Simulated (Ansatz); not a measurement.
Cell of zinc-blende GaSb (1 1 1) on diamond (1 1 1) (film strained to the substrate, started from cuts of the bulks; metallic at this level, with no gap by band count; slabs C42 and Ga4Sb4, which can lie off the formulas; started ferromagnetic, the moments vanishing), with its geometry taken from a PBE run:

```
Ga2C21Sb2
1.0
    4.37224    -0.00201    -0.13232
   -2.18757     3.78775    -0.03886
    0.74745    -0.50136    30.11381
C Ga Sb
42 4 4
Cartesian
  0.28763   2.59331   1.17596
 -1.03754   3.33122   1.23112
  2.49992   0.32479   1.20696
  0.59005   2.18894   2.65809
 -1.52134   3.39965   2.68598
  2.78381   0.83427   2.62674
  2.08792   2.15141   3.07360
 -0.09145   3.41954   3.28157
 -0.09501   0.89173   3.17429
  2.13846   2.19206   4.66377
 -0.04555   3.45771   4.76169
 -0.04566   0.93167   4.76464
 -0.76323   2.20229   5.28882
  1.43340   3.47001   5.18710
  1.42347   0.95132   5.25814
 -0.71619   2.24556   6.83518
  1.47863   3.51223   6.73357
  1.47037   0.99274   6.80377
  0.75995   2.26482   7.30577
 -1.42605   3.52717   7.33735
  2.94521   1.00056   7.27477
  0.80631   2.30694   8.85117
 -1.37963   3.56917   8.88324
  2.99171   1.04257   8.82016
  2.27971   2.32055   9.32615
  0.09370   3.58121   9.35260
  0.09125   1.05891   9.42107
  2.32595   2.36218  10.87848
  0.13980   3.62371  10.89515
  0.13815   1.10084  10.96404
 -0.56534   2.37969  11.47683
  1.61043   3.64762  11.37446
  1.60505   1.10149  11.42987
 -0.50943   2.43412  13.03507
  1.66457   3.70332  12.93028
  1.65216   1.14346  12.95981
  0.98886   2.42959  13.48782
 -1.23828   3.69784  13.54933
  3.10668   1.19895  13.45705
  1.66870   2.48079  14.86314
 -1.42369   3.31526  15.08383
  2.83634   1.78775  14.85012
  1.29964   0.15609  16.97429
  3.60299   1.38827  20.50135
  1.53064   2.79279  24.09866
  3.82626  -0.89520  27.14016
  3.51459   1.41929  17.84243
  1.44352   2.67821  21.44954
  1.57326   0.30660  25.37580
  1.83065   0.59405  29.84796
```
Starting moments (μB, in the order of the record's atoms C C C C C C C C C C C C C C C C C C C C C C C C C C C C C C C C C C C C C C C C C C Ga Ga Ga Ga Sb Sb Sb Sb): 0.5 0.5 0.5 0.0 0.0 0.0 0.0 0.0 0.0 0.0 0.0 0.0 0.0 0.0 0.0 0.0 0.0 0.0 0.0 0.0 0.0 0.0 0.0 0.0 0.0 0.0 0.0 0.0 0.0 0.0 0.0 0.0 0.0 0.0 0.0 0.0 0.0 0.0 0.0 0.5 0.5 0.5 0.5 0.0 0.0 0.5 0.5 0.0 0.0 0.5.

These are PBE (plane waves to 420 eV, PAW; Ansatz, a program for electronic structure) values and carry that method's errors. Scalar-relativistic, without spin–orbit coupling. Its k-point mesh 6×6×1, Fermi–Dirac width 0.05 eV.

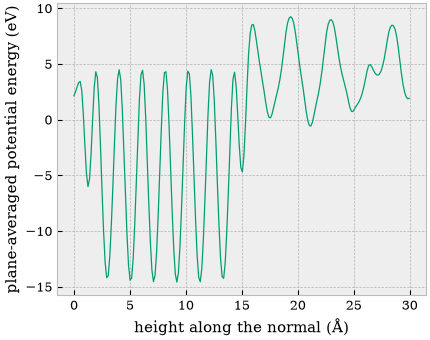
Smooth (PAW) electrostatic potential energy of an electron, averaged over planes, about its mean

The curve spans 23.8 eV over the stretch drawn.
